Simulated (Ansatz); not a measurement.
# Strength of the C–O bond: C4H4O3 → CH3O + C3HO2

Species: C4H4O3 `C#COC(=O)OC`, singlet; CH3O `C[O]`, doublet; C3HO2 `C#CO[C]=O`, doublet. 

Shapes, held fixed at every level: PBE0-D4/def2-TZVP. Flexible molecules stand in one conformer, not always the lowest. Programs: Ansatz 0.2.0. The zero-point and thermal change to 298 K, harmonic and unscaled (PBE0-D4/def2-TZVP), is -22.1 kJ/mol.

```json
{"level": "B3LYP-D4/def2-TZVPP", "kind": "global hybrid", "ΔH(298 K) (kJ/mol)": "+410.2", "less CCSD(T)/CBS estimate": "-33.1", "CPU time (sum over the molecules)": "53 s"}
{"level": "r2SCAN0-D4/def2-TZVPP", "kind": "global hybrid", "ΔH(298 K) (kJ/mol)": "+413.4", "less CCSD(T)/CBS estimate": "-29.9", "CPU time (sum over the molecules)": "67 s"}
{"level": "wB97M-V/def2-TZVPP", "kind": "range-separated hybrid", "ΔH(298 K) (kJ/mol)": "+438.2", "less CCSD(T)/CBS estimate": "-5.1", "CPU time (sum over the molecules)": "2.2 min"}
{"level": "wB97X-V/def2-TZVPP", "kind": "range-separated hybrid", "ΔH(298 K) (kJ/mol)": "+433.3", "less CCSD(T)/CBS estimate": "-10.0", "CPU time (sum over the molecules)": "97 s"}
{"level": "CCSD/def2-SVP", "kind": "coupled cluster or CI", "ΔH(298 K) (kJ/mol)": "+423.4", "less CCSD(T)/CBS estimate": "-19.9", "CPU time (sum over the molecules)": "–"}
{"level": "CCSD/def2-TZVPP", "kind": "coupled cluster or CI", "ΔH(298 K) (kJ/mol)": "+422.9", "less CCSD(T)/CBS estimate": "-20.4", "CPU time (sum over the molecules)": "–"}
{"level": "CCSD(T)/CBS estimate", "kind": "coupled cluster or CI", "ΔH(298 K) (kJ/mol)": "+443.3", "less CCSD(T)/CBS estimate": "0.0", "CPU time (sum over the molecules)": "46 min"}
```

The highest level, CCSD(T)/CBS estimate, gives ΔH(298 K) = +443.3 kJ/mol; the levels span +410.2 to +443.3. The column of differences is taken from that level and isn't an error. No measured value is set beside it here. Open shells run unrestricted unless RO is named. The CBS estimate extrapolates MP2 from def2-TZVPP and def2-QZVPP and adds CCSD(T) − MP2 in the triple-zeta set, cores frozen. Times are processor times on shared x86 and Arm servers, and rough.

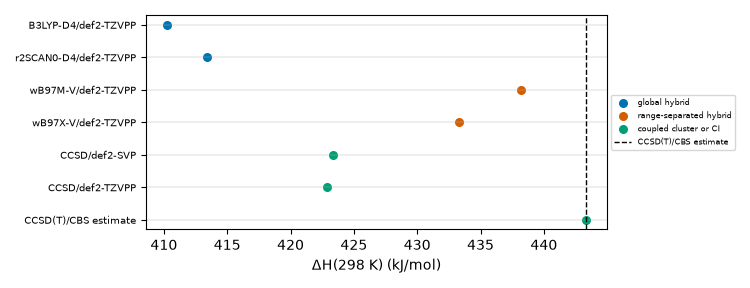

The values of the table, level by level.
